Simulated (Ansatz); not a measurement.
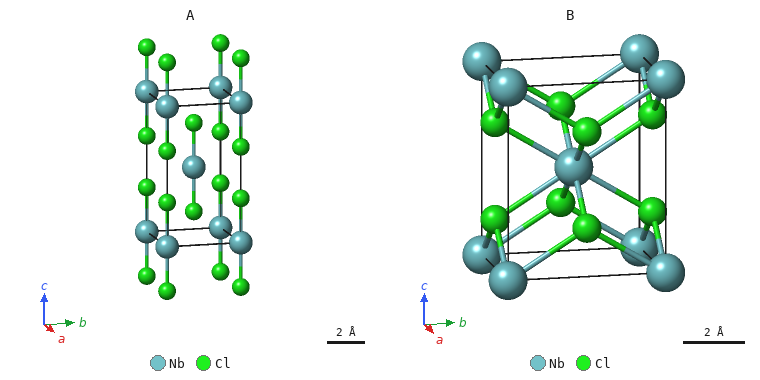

Two structures of NbCl2, each relaxed to rest (conventional cells in solid outline, small ones repeated, not to one scale). Method: DFT PBE, scalar-relativistic, plane waves, PAW (Ansatz), with collinear spins.

Question: What are A and B?

Answer: A: 6 atoms a cell on a body-centred tetragonal lattice, I4/mmm. B: 6 atoms a cell on a body-centred orthorhombic lattice, Immm.

Question: Which structure wins energetically, and by what margin?

Answer: B is lower, by 473 meV/atom at this level of theory (energies at zero smearing). Volumes: A 22.8, B 23.3 Å³/atom.

One or both may be structure types tried for this composition rather than known phases.
